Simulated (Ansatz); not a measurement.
Breaking the Si1–F2 bond in FISi (SMILES F[Si]I) (multiplicity 1 held, fragments rigid). Energies count from the point at 1.610 Å.
Geometry at that point (charge 0, multiplicity 1):
```
atom    x (Å)    y (Å)    z (Å)
----  -------  -------  -------
Si     0.7254   1.0195   1.1889
F      1.1609   2.1637   0.1435
I     -0.3888  -0.6367  -0.3384
```

Restricted levels (R-, RO-) in cc, def2 and unpolarised 6-31G sets keep to the state of the molecule at rest. Unrestricted levels (U-) break spin symmetry where that is lower. Left out are points that failed, MP2 points that dive below the minimum, coupled-cluster points behind a jump of the amplitudes or a sharp parting from full CI or MRCI, small-basis points behind a change of solution, and semi-empirical points at long bonds. Levels need not reach the same state.

Frozen-core correlation. Filled d and f shells under p-block atoms count as core.

Programs: Ansatz (Gaussian basis) for Hartree–Fock, density functionals and correlated methods. Values without a source in brackets are computed. In def2 rows elements past Kr take small-core potentials, without spin–orbit coupling.

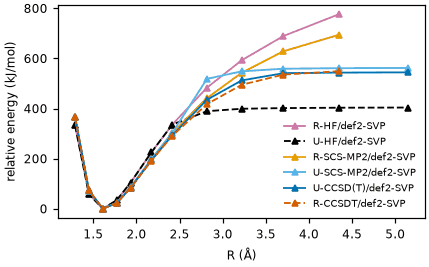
*Relative energy along the coordinate*

Q: Read off the U-HF/def2-SVP curve at R = 5.152.

A: about 400 kJ/mol

Doubts at one or more of the structures used: a restricted determinant that unrestricted orbitals would lower (R-HF/def2-SVP, R-SCS-MP2/def2-SVP, R-CCSDT/def2-SVP); a spin-contaminated determinant (U-HF/def2-SVP, U-SCS-MP2/def2-SVP, U-CCSD(T)/def2-SVP); T1 above 0.05 (U-CCSD(T)/def2-SVP, R-CCSDT/def2-SVP); other coupled-cluster roots lie near (R-CCSDT/def2-SVP).

Ansatz is a program for electronic structure.
